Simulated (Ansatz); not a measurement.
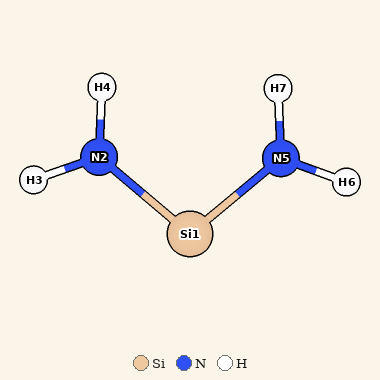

The system is Si(NH2)2; the picture shows the reference structure. The first coordinate is: angle N2–Si1–N5 (carried through 180); the second: change of the bonds Si1–N2, Si1–N5, all alike. Nothing is relaxed (all other coordinates rigid). The scan uses an 11 × 11 grid. Points are written as (first, second). Energies: kJ/mol, counted from the lowest grid point. Energies and slopes of some neighbouring points disagree (a jump in structure or state, or too coarse a mesh). Method: RKS r2SCAN0-D4/def2-TZVP in Ansatz 0.2.0.

Its coordinates:

```xyz
7

Si    0.0091    0.8557   -0.7398
N     1.3109    0.0033   -0.0326
H     2.2577    0.2407   -0.2592
H     1.2623   -0.7557    0.6245
N    -1.3103    0.0487   -0.0124
H    -2.2517    0.3189   -0.2245
H    -1.2780   -0.7116    0.6440
```

Range: angle N2–Si1–N5 (carried through 180) from 82.2 to 277.8°; change of the bonds Si1–N2, Si1–N5, all alike from −0.188 to 0.291 Å.

### Predict the map.

The lowest grid point is at (101.7°, 0.003 Å). Other grid points that lie below all their neighbours: (258.3°, 0.003 Å) (7 kJ/mol higher). The highest grid point, (180.0°, −0.188 Å), lies 525 kJ/mol above the lowest.

| second ↓, first → | 82.2 | 101.7 | 121.3 | 140.9 | 160.4 | 180.0 | 199.6 | 219.1 | 238.7 | 258.3 | 277.8 |
| --- | --- | --- | --- | --- | --- | --- | --- | --- | --- | --- | --- |
| 0.291 | 171 | 154 | 196 | 273 | 364 | 418 | 379 | 290 | 208 | 159 | 169 |
| 0.243 | 136 | 115 | 159 | 242 | 340 | 400 | 357 | 260 | 172 | 121 | 135 |
| 0.195 | 105 | 80 | 126 | 213 | 320 | 385 | 338 | 233 | 140 | 86 | 105 |
| 0.147 | 80 | 49 | 96 | 188 | 302 | 374 | 323 | 209 | 111 | 55 | 80 |
| 0.099 | 62 | 24 | 71 | 167 | 290 | 367 | 312 | 190 | 87 | 31 | 63 |
| 0.051 | 53 | 7 | 54 | 153 | 283 | 366 | 306 | 177 | 70 | 14 | 56 |
| 0.003 | 56 | 0 | 45 | 147 | 283 | 373 | 309 | 172 | 61 | 7 | 60 |
| −0.044 | 74 | 6 | 49 | 152 | 293 | 389 | 320 | 177 | 65 | 12 | 80 |
| −0.092 | 111 | 28 | 68 | 171 | 316 | 416 | 344 | 196 | 84 | 34 | 120 |
| −0.140 | 171 | 70 | 106 | 209 | 356 | 460 | 384 | 234 | 122 | 77 | 184 |
| −0.188 | 262 | 140 | 170 | 272 | 419 | 525 | 446 | 295 | 185 | 146 | 278 |

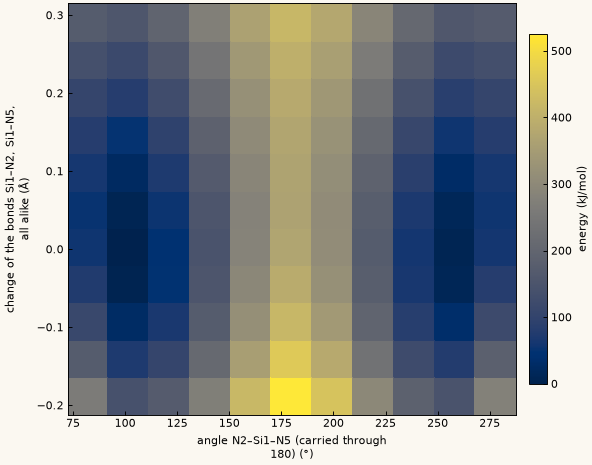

The picture shows one coloured cell a grid point.

Each point was launched as `ansatz run input.yaml --threads 1 --pin off --max-ram 2560MiB --backend cpu --events-out ev --progress --plain --runs-dir out`. The whole map (121 points run) took 8.3 min on 1 thread of AMD EPYC 7R43 64-Core Processor (Zen 3), with other jobs on the host.
